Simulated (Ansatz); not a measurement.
Errors in the atomisation enthalpy at 298 K

6 molecules holding an element past argon; the atomisation enthalpy at 298 K in kJ/mol, computed less measured. Shapes, held fixed at every level: PBE0-D4/def2-TZVP. Thermal terms are harmonic and unscaled (PBE0-D4/def2-TZVP); the spin-orbit lowering of the free atoms is taken from their spectra. Programs: Ansatz 0.2.0. Measured values: Active Thermochemical Tables, CRC Handbook of Chemistry and Physics, NIST-JANAF tables.

Levels: A = HF/def2-TZVPP; B = r2SCAN-D4/def2-TZVPP; C = BHLYP-D4/def2-TZVPP; D = MP2/def2-TZVPP.

```
                        molecule  from tabulated heats      A    B     C     D
           BI3 (boron triiodide)                   819   -295  +64   -17  +100
  CBr3Cl (tribromochloromethane)                  1121   -580   +8  -135   +35
   CHBrF2 (bromodifluoromethane)                  1630   -577  +19  -115   +27
    GeI4 (germanium tetraiodide)                   856   -394  +29   -40   +71
     C2H4Br2 (1,1-dibromoethane)                  2566   -760   +7   -97   -15
C4H9Br (2-bromo-2-methylpropane)                  5074  -1320   +7  -125   -58
```

(1) Sum up the errors.

Results:

(1) 
| level | kind | mean error | mean absolute error | worst case |
| --- | --- | --- | --- | --- |
| HF/def2-TZVPP | Hartree–Fock | -654.3 | 654.3 | C4H9Br |
| r2SCAN-D4/def2-TZVPP | meta-GGA | +22.3 | 22.3 | BI3 |
| BHLYP-D4/def2-TZVPP | global hybrid | -88.2 | 88.2 | CBr3Cl |
| MP2/def2-TZVPP | perturbation theory | +26.7 | 51.0 | BI3 |

On this set r2SCAN-D4/def2-TZVPP has the smallest mean absolute error and HF/def2-TZVPP the largest. HF/def2-TZVPP is too low in 6 of 6; r2SCAN-D4/def2-TZVPP is too high in 6 of 6; BHLYP-D4/def2-TZVPP is too low in 6 of 6; MP2/def2-TZVPP is too high in 4 of 6. The heats of GeI4, C4H9Br come from older tables and can be uncertain by 10 kJ/mol or more. The molecules' own spin-orbit binding is left out, so errors for heavy halides read too negative. The tabulated value of BI3 is in doubt (older tables, estimates, or at odds with other calculations) and kept here. Over the 5 molecules whose values aren't doubted the mean absolute errors are A 726.2; B 14.0; C 102.4; D 41.2. For HF/def2-TZVPP the error grows with the size of the molecule. Hartree–Fock lacks correlation and underbinds. Correlated wave functions converge slowly with the basis. For atoms past krypton def2 sets carry core potentials with scalar relativity. Relativity is left out for Br, Ge. Outer-core shells of Br, Ge, I are correlated, in sets that cover them unevenly. The set is small.

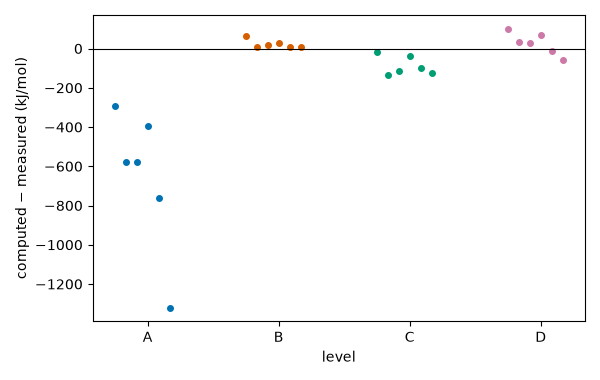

Errors of each level, one point a molecule.
